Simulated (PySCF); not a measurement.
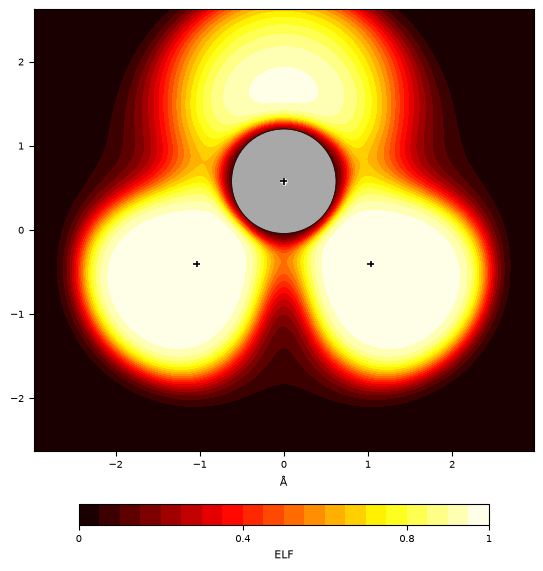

The electron localisation function on a plane through atoms (crosses mark nuclei in the plane; grey discs cover the cores).

Computed with B3LYP/def2-SVPD, SCF density, gas phase (PySCF).

Candidates:
A. C₃H₃BFO₄ (SMILES C[B-]1(F)OC(=O)C(=O)O1) (charge −1)
B. PH₃ (SMILES P)

**Which system is this?**

Candidate B: PH₃ on the plane of atoms H3, P1 and H4, which holds P and H. P–H (1.43 Å): the ELF climbs to about 1 towards the hydrogen, as it does in any bond to H.
